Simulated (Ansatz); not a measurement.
Si$_{2}$Ge$_{3}$

Input file:

```
crystal:
  lattice:
    - [2.9917545325, 0.0, 0.0]
    - [-1.4958772662, 2.590935427, 0.0]
    - [0.0, 0.0, 22.8251656853]
  atoms:
    - { symbol: Si, position: [0.3333333333, 0.6666666667, 0.6762554404] }
    - { symbol: Si, position: [0.3333333333, 0.6666666667, 0.3237445596] }
    - { symbol: Si, position: [0.6666666667, 0.3333333333, 0.405574887] }
    - { symbol: Si, position: [0.6666666667, 0.3333333333, 0.594425113] }
    - { symbol: Ge, position: [0.3333333333, 0.6666666667, 0.8812833822] }
    - { symbol: Ge, position: [0.3333333333, 0.6666666667, 0.1187166178] }
    - { symbol: Ge, position: [0.3333333333, 0.6666666667, 0.5] }
    - { symbol: Ge, position: [0.6666666667, 0.3333333333, 0.7707972956] }
    - { symbol: Ge, position: [0.6666666667, 0.3333333333, 0.0] }
    - { symbol: Ge, position: [0.6666666667, 0.3333333333, 0.2292027044] }
basis:
  ecutwfc: 420
kpoints:
  mp_grid: { grid: [12, 12, 2] }
hamiltonian:
  xc: pbe
scf:
  occupations: { method: gaussian, width: 0.1 }
output:
  forces: true
  stress: true
  eigenvalues: true
  write_density: true
  write_potential: true
  elf: true
  volumetric_format: npy
relax:
  adjacent_minimum: "off"
  f_tol: 0.01
  max_steps: 80
  cell: { stress_tol: 0.05 }
```

Command:

```sh
ansatz run input.yaml --threads 1 --pin off --max-ram 2560MiB --backend cpu --events-out ev --progress --plain --runs-dir out
```

Below, planes, directions and counts refer to the conventional cell (a = 2.90 Å, b = 2.90 Å, c = 24.13 Å, α = 90.00°, β = 90.00°, γ = 120.00°).

The fields are those of the relaxed geometry.

Space group P-6m2; a structure generated by program, which may or may not match a known phase.

Level of theory: DFT PBE, scalar-relativistic, plane waves, PAW in Ansatz.

### What can the converged valence pseudo-density and electron localisation function tell about the bonding?

Si–Ge (2.89 Å): the density is about 0.22 e/Å³ at the midpoint; the ELF peaks at about 0.75 in the valence shell of Si, 0.9 Å from its nucleus, and is about 0.45 at the midpoint.
Si–Ge (2.93 Å): the density is about 0.21 e/Å³ at the midpoint; the ELF peaks at about 0.75 in the valence shell of Si, 0.9 Å from its nucleus, and drops to about 0.40 between the two atoms.

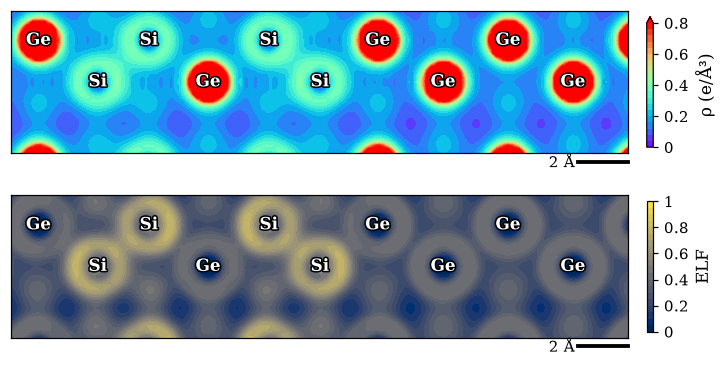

Computed valence pseudo-density and electron localisation function on the (110) plane of the conventional cell, in this order. 

The density is the valence pseudo-density of a PAW calculation; it isn't the true density close to the nuclei.
